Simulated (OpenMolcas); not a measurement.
**Energy and gradient calculation, with input and output: BSiH5F (charge −1) (part 1 of 2)**

- system: BSiH5F, charge −1, SMILES F[BH2-][SiH3]
- method: PBE0/def2-SVP, RKS (OpenMolcas 26.06)

The geometry comes from this level: GFN2-xTB.

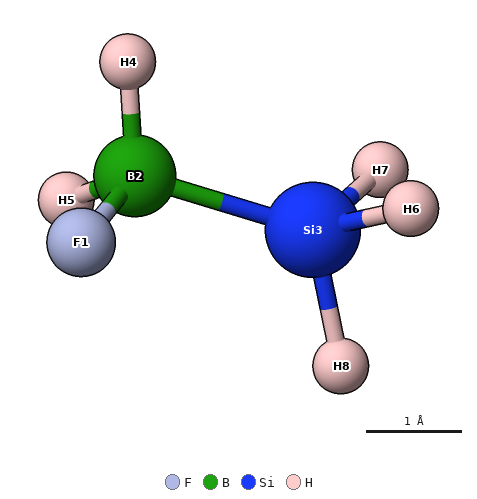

**Figure 1.** The structure (ball-and-stick view, seen at a tilt; atoms are numbered from 1 in the order of the input).

Input file
```
&gateway
  baslib=$CurrDir
  coord
  8
  angstrom
  F       -1.937480       0.406580      -0.660960
  B       -0.499490       0.332990      -0.901400
  Si       0.454800      -0.274440       0.729520
  H       -0.139540       1.454280      -1.246950
  H       -0.335260      -0.442010      -1.839350
  H        0.373880       0.538550       1.978980
  H        1.942360      -0.402970       0.629690
  H        0.140720      -1.612990       1.310460
  basis=def2-SVP
  group=NoSym

&seward
  gridinput
  Grid=UltraFine
  End of Grid

&scf
  charge=-1
  ksdft=PBE0
  thresholds=1e-10 1e-07 1e-07 1e-05
  prorbitals=1 1

&alaska
```

Run on 1 thread of Arm Neoverse V1, 24 GiB of memory available, shared host.

Run as:
```bash
export MOLCAS_MEM=1860
pymolcas calc.input > calc.log
```

What the program printed
```
--- Start Module: gateway ---

                                              &GATEWAY

                       available to each process: 1.9 GB of memory, 1 thread

 Basis Set     1 Label: F.DEF2-SVP
 Basis set is read from library:.
 basistype.tbl is not found

 Basis Set     2 Label: B.DEF2-SVP
 Basis set is read from library:.
 basistype.tbl is not found

 Basis Set     3 Label: SI.DEF2-SVP
 Basis set is read from library:.
 basistype.tbl is not found

 Basis Set     4 Label: H.DEF2-SVP
 Basis set is read from library:.
 basistype.tbl is not found

++    Symmetry information:
      ---------------------

                    Character Table for C1

                             E
                    a        1  x, y, xy, Rz, z, xz, Ry, yz, Rx, I
--

++    Basis set information:
      ----------------------

      Basis set label: F.DEF2-SVP.........

      Electronic valence basis set:
      ------------------
      Associated Effective Charge   9.000000 au
      Associated Actual Charge      9.000000 au
      Nuclear Model: Point charge

      Shell  nPrim  nBasis  Cartesian Spherical Contaminant
         s       7       3        X
         p       4       2        X
         d       1       1                 X

      Basis set label: B.DEF2-SVP.........

      Electronic valence basis set:
      ------------------
      Associated Effective Charge   5.000000 au
      Associated Actual Charge      5.000000 au
      Nuclear Model: Point charge

      Shell  nPrim  nBasis  Cartesian Spherical Contaminant
         s       7       3        X
         p       4       2        X
         d       1       1                 X

      Basis set label: SI.DEF2-SVP.........

      Electronic valence basis set:
      ------------------
      Associated Effective Charge  14.000000 au
      Associated Actual Charge     14.000000 au
      Nuclear Model: Point charge

      Shell  nPrim  nBasis  Cartesian Spherical Contaminant
         s      10       4        X
         p       7       3        X
         d       1       1                 X

      Basis set label: H.DEF2-SVP.........

      Electronic valence basis set:
      ------------------
      Associated Effective Charge   1.000000 au
      Associated Actual Charge      1.000000 au
      Nuclear Model: Point charge

      Shell  nPrim  nBasis  Cartesian Spherical Contaminant
         s       4       2        X
         p       1       1        X
--

++    Molecular structure info:
      -------------------------

                    ************************************************
                    **** Cartesian Coordinates / bohr, angstrom ****
                    ************************************************

     Center  Label                x              y              z                     x              y              z
        1      F1              -3.661307       0.768325      -1.249033             -1.937480       0.406580      -0.660960
        2      B2              -0.943899       0.629260      -1.703399             -0.499490       0.332990      -0.901400
        3      SI3              0.859447      -0.518616       1.378593              0.454800      -0.274440       0.729520
        4      H4              -0.263692       2.748191      -2.356394             -0.139540       1.454280      -1.246950
        5      H5              -0.633550      -0.835278      -3.475868             -0.335260      -0.442010      -1.839350
        6      H6               0.706531       1.017712       3.739730              0.373880       0.538550       1.978980
        7      H7               3.670528      -0.761503       1.189942              1.942360      -0.402970       0.629690
        8      H8               0.265922      -3.048109       2.476410              0.140720      -1.612990       1.310460

                    ***************************************
                    *    InterNuclear Distances / bohr    *
                    ***************************************

               1 F1            2 B2            3 SI3           4 H4            5 H5            6 H6
    1 F1       0.000000
    2 B2       2.758639        0.000000
    3 SI3      5.384966        3.750781        0.000000
    4 H4       4.085327        2.319257        5.087593        0.000000
    5 H5       4.086275        2.320093        5.088723        3.772435        0.000000
    6 H6       6.635357        5.701094        2.821109        6.410821        7.569296        0.000000
    7 H7       7.876851        5.621262        2.827854        6.353939        6.348252        4.295615
    8 H8       6.623234        5.697150        2.820605        7.565288        6.413680        4.280306

               7 H7            8 H8
    7 H7       0.000000
    8 H8       4.298245        0.000000

                    *******************************************
                    *    InterNuclear Distances / angstrom    *
                    *******************************************

               1 F1            2 B2            3 SI3           4 H4            5 H5            6 H6
    1 F1       0.000000
    2 B2       1.459809        0.000000
    3 SI3      2.849601        1.984828        0.000000
    4 H4       2.161862        1.227298        2.692238        0.000000
    5 H5       2.162364        1.227740        2.692836        1.996287        0.000000
    6 H6       3.511280        3.016889        1.492867        3.392460        4.005499        0.000000
    7 H7       4.168250        2.974644        1.496436        3.362360        3.359350        2.273142
    8 H8       3.504864        3.014802        1.492600        4.003378        3.393973        2.265040

               7 H7            8 H8
    7 H7       0.000000
    8 H8       2.274534        0.000000

                    **************************************
                    *    Valence Bond Angles / degree    *
                    **************************************
                          Atom centers                 Phi
                      1 F1       2 B2       4 H4       106.81
                      1 F1       2 B2       5 H5       106.82
                      4 H4       2 B2       5 H5       108.81
                      6 H6       3 SI3      7 H7        99.00
                      6 H6       3 SI3      8 H8        98.70
                      7 H7       3 SI3      8 H8        99.10
--

            Nuclear Potential Energy             95.82709671 au

--- Stop Module: gateway /rc=_RC_ALL_IS_WELL_ ---

--- Start Module: seward ---

                                              &SEWARD

                       available to each process: 1.9 GB of memory, 1 thread

               SEWARD will generate:
                  Multipole Moment integrals up to order  2
                  Kinetic Energy integrals
                  Nuclear Attraction integrals (point charge)
                  One-Electron Hamiltonian integrals
                  Velocity integrals
                  Orbital angular momentum around ( -0.8272   0.0973  -0.0369 )
                  Velocity quadrupole around ( -0.8272   0.0973  -0.0369 )
                  Two-Electron Repulsion integrals

                   Integrals are discarded if absolute value <: 1.00E-14
                   Integral cutoff threshold is set to       <: 1.00E-16

            Nuclear Potential Energy             95.82709671 au

      Basis set specifications :
      Symmetry species         a
      Basis functions           71

--- Stop Module: seward /rc=_RC_ALL_IS_WELL_ ---
--- Module seward spent 1 second ---

--- Start Module: scf ---

                                                &SCF

                       available to each process: 1.9 GB of memory, 1 thread

 ###############################################################################
 ###     Minimized-density-differences option turned off!                    ###
 ###############################################################################
++    Input section:
      --------------

      Header of the integral files:

      Cartesian coordinates in angstrom:
      -----------------------------------------------------
      No.  Label        X            Y            Z
      -----------------------------------------------------
       1   F1        -1.93748000   0.40658000  -0.66096000
       2   B2        -0.49949000   0.33299000  -0.90140000
       3   SI3        0.45480000  -0.27444000   0.72952000
       4   H4        -0.13954000   1.45428000  -1.24695000
       5   H5        -0.33526000  -0.44201000  -1.83935000
       6   H6         0.37388000   0.53855000   1.97898000
       7   H7         1.94236000  -0.40297000   0.62969000
       8   H8         0.14072000  -1.61299000   1.31046000
      -----------------------------------------------------
      Nuclear repulsion energy =   95.82709671
--

++    Orbital specifications:
      -----------------------

      Symmetry species               1
                                     a
      Frozen orbitals                0
      Aufbau                        17
      Start temperature = 0.500
      End temperature   = 0.010
      Temperature Factor= 0.460
      Deleted orbitals               0
      Total number of orbitals      71
      Number of basis functions     71
--

      Molecular charge                          -1.000

      Numerical integration parameters
      --------------------------------
      Radial quadrature type:                         MHL
      Size of radial grid:                            99
      Lebedev angular grid:                           41
      Angular grid pruned with the crowding factor:  1.00E+10
                                 and fading factor:  1.00E+01
      Screening threshold for integral computation:   1.00E-11
      Radial quadrature accuracy:                     1.00E-25
      Maximum batch size:                             128
      AO values are stored on disk
      The same grid will be used for all iterations.

      DFT functional specifications
      -----------------------------
      Using Libxc version: 6.2.2
      Please cite the following reference:
      S. Lehtola, C. Steigemann, M. J.T. Oliveira, and M. A.L. Marques.,  SoftwareX 7, 1–5 (2018) doi:10.1016/j.softx.2017.11.002

      * PBEH (PBE0)

++    Optimization specifications:
      ----------------------------

      SCF Algorithm: Conventional
      D(i)-D(i-1) density differences are used
      Number of density matrices in core                 5
      Maximum number of NDDO SCF iterations            400
      Maximum number of HF SCF iterations              400
      Threshold for SCF energy change             1.00E-10
      Threshold for density matrix                1.00E-07
      Threshold for Fock matrix                   1.00E-07
      Threshold for linear dependence             1.00E-09
      Threshold at which DIIS is turned on        1.50E-01
      Maximum depth in the DIIS procedure                5
      Maximum depth in the BFGS Hessian update          30
      Threshold at which QNR/C2DIIS is turned on  7.50E-02
      Threshold for Norm(delta) (QNR/C2DIIS)      1.00E-05
      All orbitals punched on: SCFORB
--
```
